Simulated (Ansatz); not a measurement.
Converging the plane-wave cutoff: LuP (I4mm, 2 atoms in the cell)

```xyz
2
Lattice="0.0000 2.7480 2.7480 2.7480 0.0000 2.7480 2.7480 2.7480 0.0000" Properties=species:S:1:pos:R:3 pbc="T T T"
Lu     0.0000     0.0000     0.0500
P      2.7480     2.7480     2.7480
```

Method of the run: LDA (PW92), default PAW files made with PBE (plane waves; Ansatz, an electronic-structure program).

Base settings: basis.ecutwfc = 420 eV; kpoints.mp_grid.grid = 10 10 10; hamiltonian.xc = lda; hamiltonian.pseudopotentials = {kind: paw} (the program's default PAW files); scf.occupations.method = fermi_dirac; scf.occupations.width = 0.1 eV.

The second cell is the first with its lattice scaled by 0.98.

The mesh stays at the base's, so the ladder's end is converged at best in this setting alone.

The first pressure column holds Ansatz's estimate of the finite-basis (Pulay) stress, which hides part of the cutoff error; the other is without it.

Only quantities that move along the ladder and can be compared are tabulated.

The count of work is k-points × plane waves × bands × iterations; it is no time. 

The starting cell comes from a database of computed structures (which also holds hypothetical and non-ambient phases and stackings), without a prior relaxation at this level. Its lattice was rescaled by up to half a per cent. One atom was moved a little off its site on purpose. In the base run, with a pressure of about -5 GPa the cell is away from its equilibrium volume at this level. The run gives no clean gap (levels at the Fermi energy touch, overlap or are partly filled at this smearing), which alone does not show that the compound is a metal.

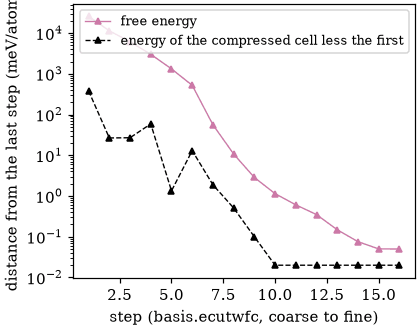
Fig. 1. Distance from the last step along the ladder; very small values are drawn at a floor.

```tsv
basis.ecutwfc	free energy less the last step's (meV/atom)	energy of the compressed cell less the first (meV/atom)	pressure (GPa)	pressure without the Pulay estimate (GPa)	largest difference of a force vector from the last step's (eV/Å)	count of work / last
145 eV	25736.86	-399.60	-11.74	-676.34	0.153	0.064
170 eV	11394.08	-46.02	-5.05	-316.39	0.021	0.061
190 eV	6100.86	-46.36	-4.71	-199.64	0.023	0.087
210 eV	3014.72	39.47	-2.80	-127.64	0.021	0.095
230 eV	1320.81	-20.74	-5.87	-73.59	0.012	0.11
250 eV	521.86	-6.43	-3.69	-37.42	0.001	0.11
295 eV	56.05	-17.51	-4.89	-8.90	0.001	0.18
335 eV	10.74	-18.89	-5.10	-5.73	0.003	0.17
380 eV	2.85	-19.30	-5.15	-5.30	0.001	0.21
420 eV	1.14	-19.39	-5.16	-5.21	0.000	0.26
460 eV	0.61	-19.39	-5.16	-5.18	0.000	0.32
505 eV	0.35	-19.39	-5.16	-5.17	0.000	0.31
565 eV	0.15	-19.39	-5.16	-5.17	0.000	0.42
630 eV	0.08	-19.40	-5.16	-5.16	0.000	0.49
735 eV	0.05	-19.40	-5.16	-5.16	0.000	0.56
840 eV	0.03	-19.40	-5.16	-5.16	0.000	0.67
1010 eV	0.00	-19.40	-5.16	-5.16	0.000	1.0
```

Coarsest basis.ecutwfc that holds the free energy within 2 meV/atom of the last step, with all finer ones: 420 eV, at 0.26 of the last step's count of work; the step before is off by 2.9 meV/atom.

Coarsest basis.ecutwfc that holds the energy of the compressed cell less the first within 0.2 meV/atom of the last step, with all finer ones: 380 eV, at 0.21 of the last step's count of work; the step before is off by 0.51 meV/atom.

Coarsest basis.ecutwfc that holds the forces within 0.005 eV/Å of the last step, with all finer ones: 250 eV, at 0.11 of the last step's count of work; the step before is off by 0.012 eV/Å.

The energy difference between the two cells stays within 1 meV/atom of the last step's from 335 eV on, the total only from 460 eV on: much of the error is common to both cells and cancels.

Two neighbours can agree and both be off: 170 eV and 190 eV differ by 0.34 meV/atom in the energy of the compressed cell less the first, yet lie about 27 meV/atom from the last step.

At the lowest cutoff the pressure without the Pulay estimate lies 671 GPa under the last step's, the usual sign of Pulay stress in an incomplete plane-wave basis.

Keys are those of Ansatz 0.2.
